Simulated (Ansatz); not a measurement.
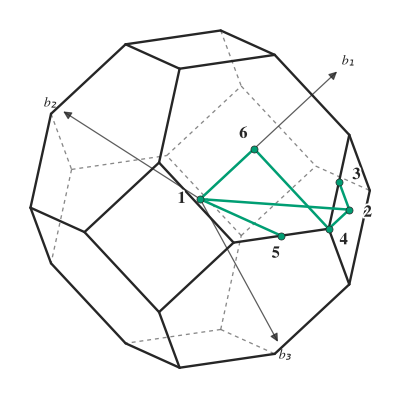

Crystal: AsPb2, coordinates from a relaxation with Ansatz, DFT PBE, scalar-relativistic, plane waves, PAW; the starting structure was generated, so it need not be a known form of this composition. The first Brillouin zone of a face-centred cubic lattice (cF; extended symbol cF2) is drawn with its special points numbered. All values are computed from the atomic coordinates in the standard setting (tolerance 0.002 Å).

a = 7.278 Å, b = 7.278 Å, c = 7.278 Å, α = 90.00°, β = 90.00°, γ = 90.00°.

Labels and path follow the convention of Hinuma et al. (2017), as computed by seekpath; the arrows show the directions of the reciprocal primitive vectors b₁, b₂, b₃, in which coordinates are given.

Which special point is each number?

Answer.
```json
{"no.": "1", "label": "Γ", "coordinates": "(0, 0, 0)"}
{"no.": "2", "label": "X", "coordinates": "(1/2, 0, 1/2)"}
{"no.": "3", "label": "U", "coordinates": "(5/8, 1/4, 5/8)"}
{"no.": "4", "label": "W", "coordinates": "(1/2, 1/4, 3/4)"}
{"no.": "5", "label": "K", "coordinates": "(3/8, 3/8, 3/4)"}
{"no.": "6", "label": "L", "coordinates": "(1/2, 1/2, 1/2)"}
```
